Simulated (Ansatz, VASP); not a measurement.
**CeRe3C in two plane-wave programs**

One calculation is typed for both programs; each brings its own data sets and cutoff. How far apart do they land? The cell is invented: As first built, before any earlier steps moved the atoms: it takes the CeRh3C structure with some of its atoms replaced by other elements, volume scaled by an estimate. It may not be a known or stable phase. The cell comes out of earlier VASP steps on this material, which relaxed, scaled or displaced it; both programs get it as it stands.

Calculated with Ansatz 0.2.0; plane waves, with VASP 6.6.1 beside it; relaxation of cell and atoms at PBE.

In doubt: a part-filled 4f shell, where there is one, can sit in one of many states, so energies may not be the lowest and differences between runs may mislead; derivatives with an open 4f shell can jump between states, which bears on forces and vibrations.

### 1. The structure

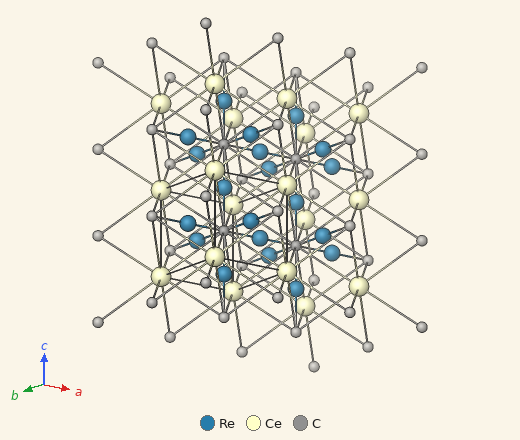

Start, viewed from a free direction; rhenium blue, cerium light yellow, carbon grey. 2×1×2 cells are drawn. Some periodic images of atoms are drawn too.

### 2. VASP: relaxation of cell and atoms, PBE

The relaxed volume is the usual yardstick between codes: its relative difference is about their pressure difference at one cell divided by the bulk modulus.

Lines of VASP's logs that name or quote its potential files are left out, and so is its time.

INCAR reads:

```
SYSTEM = CeRe3C
PREC = Accurate
ENCUT = 520
EDIFF = 1E-06
NELM = 100
ISMEAR = -1
SIGMA = 0.05
LREAL = .FALSE.
ALGO = Normal
GGA = PE
ISPIN = 2
MAGMOM = 1 1 1 1 0
LMAXMIX = 6
LORBIT = 11
LWAVE = .FALSE.
LCHARG = .FALSE.
KPAR = 2
IBRION = 2
NSW = 60
ISIF = 3
EDIFFG = -0.01
```

POSCAR reads:

```
CeRe3C
1.0
    4.2393767378      0.0000000000      0.0000000000
    0.0000000000      4.2393767378      0.0000000000
    0.0000000000      0.0000000000      4.2393767378
Re Ce C
3 1 1
Direct
    0.0000000000      0.5000000000      0.5000000000
    0.5000000000      0.5000000000      0.0000000000
    0.5000000000      0.0000000000      0.5000000000
    0.0000000000      0.0000000000      0.0000000000
    0.5000000000      0.5000000000      0.5000000000
```

KPOINTS reads:

```
Automatic mesh
0
Gamma
5 5 5
0 0 0
```

Potentials, in the order of the species: Re, Ce and C (PBE family, release 64).

Command:

```sh
$ mpirun -np 2 vasp_std
```

Numbers of over 12 decimals in the logs are rounded to 6 here.

Output:

```text
[banner, memory and clock lines left out]
running    2 mpi-ranks, on    1 nodes
 distrk:  each k-point on    1 cores,    2 groups
 distr:  one band on    1 cores,    1 groups

 POSCAR found type information on POSCAR ReCeC
 POSCAR found :  3 types and       5 ions
 LDA part: xc-table for (Slater+PW92), standard interpolation
 POSCAR, INCAR and KPOINTS ok, starting setup
 FFT: planning ... GRIDC
 FFT: planning ... GRID_SOFT
 FFT: planning ... GRID
 WAVECAR not read
 entering main loop
       N       E                     dE             d eps       ncg     rms          rms(c)
DAV:   1     0.266158308162E+03    0.26616E+03   -0.15977E+04  1648   0.201E+03
DAV:   2     0.448125051631E+00   -0.26571E+03   -0.25256E+03  1856   0.700E+02
DAV:   3    -0.452286219260E+02   -0.45677E+02   -0.43917E+02  1784   0.190E+02
DAV:   4    -0.537083425939E+02   -0.84797E+01   -0.81365E+01  1904   0.991E+01
DAV:   5    -0.560509262255E+02   -0.23426E+01   -0.22747E+01  1920   0.393E+01    0.600E+01
DAV:   6    -0.565799773746E+02   -0.52905E+00   -0.14904E+02  1920   0.145E+02    0.173E+01
DAV:   7    -0.512457779100E+02    0.53342E+01   -0.24804E+01  1904   0.531E+01    0.127E+01
DAV:   8    -0.551922060164E+02   -0.39464E+01   -0.35914E+01  1824   0.293E+01    0.340E+01
DAV:   9    -0.508346963473E+02    0.43575E+01   -0.67687E+01  1808   0.624E+01    0.476E+00
DAV:  10    -0.513281510634E+02   -0.49345E+00   -0.58038E+00  1912   0.177E+01    0.148E+00
DAV:  11    -0.513659265088E+02   -0.37775E-01   -0.68786E-01  1888   0.627E+00    0.134E+00
DAV:  12    -0.513529543230E+02    0.12972E-01   -0.14279E-01  1920   0.322E+00    0.912E-01
DAV:  13    -0.513692275395E+02   -0.16273E-01   -0.61670E-02  1920   0.178E+00    0.119E+00
DAV:  14    -0.513570392946E+02    0.12188E-01   -0.30258E-02  1912   0.217E+00    0.916E-01
[...]
DAV:  24    -0.513460578674E+02   -0.11680E-04   -0.14526E-04  1816   0.960E-02    0.170E-02
DAV:  25    -0.513460680123E+02   -0.10145E-04   -0.67870E-05  1696   0.597E-02    0.261E-02
DAV:  26    -0.513460730955E+02   -0.50832E-05   -0.33660E-05  1480   0.356E-02    0.298E-02
DAV:  27    -0.513460736566E+02   -0.56108E-06   -0.19027E-05  1440   0.298E-02    0.297E-02
DAV:  28    -0.513460708320E+02    0.28247E-05   -0.12243E-05  1416   0.240E-02    0.280E-02
DAV:  29    -0.513460688063E+02    0.20257E-05   -0.69820E-06  1400   0.218E-02    0.226E-02
DAV:  30    -0.513460671362E+02    0.16701E-05   -0.53240E-06  1320   0.216E-02    0.179E-02
DAV:  31    -0.513460669671E+02    0.16903E-06   -0.14925E-06  1152   0.160E-02
   1 F= -.51346067E+02 E0= -.51311217E+02  d E =-.513461E+02  mag=     0.0041
 curvature:   0.00 expect dE= 0.000E+00 dE for cont linesearch  0.000E+00
 trial: gam= 0.00000 g(F)=  0.000E+00 g(S)=  0.552E-07 ort = 0.000E+00 (trialstep = 0.100E+01)
 search vector abs. value=  0.553E-07
 reached required accuracy - stopping structural energy minimisation
```

Parts of OUTCAR (step 2):

```text
ion  position               nearest neighbor table
   1  0.000  0.500  0.500-   5 2.12   5 2.12   4 3.00   2 3.00   2 3.00   4 3.00   3 3.00   4 3.00
                             4 3.00   2 3.00   3 3.00   3 3.00   2 3.00   3 3.00
   2  0.500  0.500  0.000-   5 2.12   5 2.12   4 3.00   1 3.00   1 3.00   3 3.00   3 3.00   3 3.00
                             4 3.00   3 3.00   1 3.00   4 3.00   1 3.00   4 3.00
   3  0.500  0.000  0.500-   5 2.12   5 2.12   4 3.00   1 3.00   2 3.00   4 3.00   1 3.00   2 3.00
                             2 3.00   2 3.00   1 3.00   4 3.00   4 3.00   1 3.00
   4  0.000  0.000  0.000-   1 3.00   2 3.00   3 3.00   1 3.00   3 3.00   1 3.00   2 3.00   1 3.00
                             2 3.00   3 3.00   3 3.00   2 3.00
   5  0.500  0.500  0.500-   1 2.12   2 2.12   3 2.12   2 2.12   3 2.12   1 2.12

  LATTYP: Found a simple cubic cell.
 ALAT       =     4.2393767378

 Subroutine GETGRP returns: Found 48 space group operations
 (whereof 48 operations were pure point group operations)

The static configuration has the point symmetry O_h .

 Found     10 irreducible k-points:

   k-points           NKPTS =     10   k-points in BZ     NKDIM =     10   number of bands    NBANDS=     24

   dimension x,y,z NGX =    32 NGY =   32 NGZ =   32
   dimension x,y,z NGXF=    64 NGYF=   64 NGZF=   64

   ENCUT  =  520.0 eV  38.22 Ry    6.18 a.u.   7.88  7.88  7.88*2*pi/ulx,y,z

   NELECT =      37.0000    total number of electrons

 k-points in reciprocal lattice and weights: Automatic mesh
   0.00000000  0.00000000  0.00000000       0.008
   0.20000000  0.00000000  0.00000000       0.048
   0.40000000  0.00000000  0.00000000       0.048
   0.20000000  0.20000000  0.00000000       0.096
   0.40000000  0.20000000  0.00000000       0.192
   0.40000000  0.40000000  0.00000000       0.096
   0.20000000  0.20000000  0.20000000       0.064
   0.40000000  0.20000000  0.20000000       0.192
   0.40000000  0.40000000  0.20000000       0.192
   0.40000000  0.40000000  0.40000000       0.064

 average (electrostatic) potential at core
       1 -38.7892       2 -38.7892       3 -38.7892       4 -74.9157       5 -47.3055

 E-fermi :   8.1654

 spin component 1
 k-point     1 :       0.0000    0.0000    0.0000
  band No.  band energies     occupation
    ...
     13       5.4634      1.00000
     14       5.4634      1.00000
     15       7.3605      1.00000
     16       7.3605      1.00000
     17       7.3605      1.00000
     18       8.7323      0.00001
     19       8.7323      0.00001
     20       9.4702      0.00000
     21       9.4702      0.00000
     22       9.4703      0.00000
    ...

 k-point     2 :       0.2000    0.0000    0.0000
  band No.  band energies     occupation
    ...
     13       5.6497      1.00000
     14       5.6497      1.00000
     15       6.9570      1.00000
     16       7.6406      0.99997
     17       7.6406      0.99997
     18       8.5911      0.00020
     19       8.6779      0.00004
     20       9.4518      0.00000
     21       9.5483      0.00000
     22       9.5485      0.00000
    ...

 k-point     3 :       0.4000    0.0000    0.0000
  band No.  band energies     occupation
    ...
     15       6.2470      1.00000
     16       7.6534      0.99996
     17       7.8766      0.99691
     18       8.1227      0.70172
     19       8.1227      0.70172
     20       9.1478      0.00000
     21       9.7498      0.00000
     22       9.7498      0.00000
     23       9.7816      0.00000
     24       9.9390      0.00000

 k-point     4 :       0.2000    0.2000    0.0000
  band No.  band energies     occupation
    ...
     14       5.8675      1.00000
     15       6.9461      1.00000
     16       7.6263      0.99998
     17       7.8327      0.99871
     18       8.1201      0.71240
     19       8.3736      0.01533
     20       9.3411      0.00000
     21       9.5819      0.00000
     22       9.6231      0.00000
     23       9.6534      0.00000
    ...

 k-point     5 :       0.4000    0.2000    0.0000
  band No.  band energies     occupation
    ...
     15       6.6801      1.00000
     16       7.2363      1.00000
     17       7.3049      1.00000
     18       8.0594      0.89296
     19       8.0771      0.85411
     20       8.9796      0.00000
     21       9.6353      0.00000
     22       9.7426      0.00000
     23       9.7792      0.00000
     24       9.8274      0.00000

 k-point     6 :       0.4000    0.4000    0.0000
  band No.  band energies     occupation
    ...
     15       6.6890      1.00000
     16       7.0388      1.00000
     17       7.2333      1.00000
     18       7.7949      0.99940
     19       8.0697      0.87150
     20       8.4037      0.00844
     21       8.9869      0.00000
     22       9.6138      0.00000
     23       9.6290      0.00000
     24       9.6367      0.00000

  Total        0.0013814      0.0013814      0.0013814     -0.0000000      0.0000000      0.0000000
  in kB        0.0290480      0.0290480      0.0290480     -0.0000000      0.0000000      0.0000000
  external PRESSURE =       0.0290480 kB  Pullay stress =       0.0000000 kB

  energy-cutoff  :      520.00
  volume of cell :       76.19
      direct lattice vectors                 reciprocal lattice vectors
     4.239376738  0.000000000  0.000000000     0.235883731  0.000000000  0.000000000
     0.000000000  4.239376738  0.000000000     0.000000000  0.235883731  0.000000000
     0.000000000  0.000000000  4.239376738     0.000000000  0.000000000  0.235883731

 POSITION                                       TOTAL-FORCE (eV/Angst)
 -----------------------------------------------------------------------------------
      0.00000      2.11969      2.11969         0.000000      0.000000      0.000000
      2.11969      2.11969      0.00000         0.000000      0.000000      0.000000
      2.11969      0.00000      2.11969         0.000000      0.000000      0.000000
      0.00000      0.00000      0.00000         0.000000      0.000000      0.000000
      2.11969      2.11969      2.11969         0.000000      0.000000      0.000000
 -----------------------------------------------------------------------------------
    total drift:                                0.000000     -0.000000     -0.000000

  FREE ENERGIE OF THE ION-ELECTRON SYSTEM (eV)
  ---------------------------------------------------
  free  energy   TOTEN  =       -51.3460669671 eV

  energy  without entropy=      -51.2763671725  energy(sigma->0) =      -51.31121707

 reached required accuracy - stopping structural energy minimisation

 total charge
# of ion       s       p       d       f       tot
--------------------------------------------------
    1        0.571   0.513   4.910   0.000   5.994
    2        0.571   0.513   4.910   0.000   5.994
    3        0.571   0.513   4.910   0.000   5.994
    4        2.074   5.671   1.255   1.008  10.008
    5        0.865   1.578   0.000   0.000   2.443
--------------------------------------------------
tot          4.652   8.786  15.986   1.008  30.433

 magnetization (x)
# of ion       s       p       d       f       tot
--------------------------------------------------
    1        0.000   0.000   0.001   0.000   0.001
    2        0.000   0.000   0.001   0.000   0.001
    3        0.000   0.000   0.001   0.000   0.001
    4        0.000   0.000   0.000   0.001   0.001
    5       -0.000  -0.000   0.000   0.000  -0.000
--------------------------------------------------
tot          0.000   0.000   0.003   0.001   0.004

[... 6 further parts left out ...]
```

CONTCAR:

```
CeRe3C
   1.00000000000000
     4.2393767377999998    0.0000000000000000    0.0000000000000000
     0.0000000000000000    4.2393767377999998    0.0000000000000000
     0.0000000000000000    0.0000000000000000    4.2393767377999998
  Re              Ce              C
     3     1     1
Direct
     0.0000000000000000    0.5000000000000000    0.5000000000000000
     0.5000000000000000    0.5000000000000000    0.0000000000000000
     0.5000000000000000    0.0000000000000000    0.5000000000000000
     0.0000000000000000    0.0000000000000000    0.0000000000000000
     0.5000000000000000    0.5000000000000000    0.5000000000000000
```

[end of part 1 of 2]

[Lines on the potential files, build, host, timing and source positions are cut from VASP's logs without a mark.]

[Logs are printed without paths, hosts, clocks, repeated set-up lines and the standing remarks that a program may print on its own settings, such as how far it seeks lower states.]

[Hosts, paths, dates, database ids (printed as entryN), source tags and the programs' standing remarks are cut or masked in the printed files.]
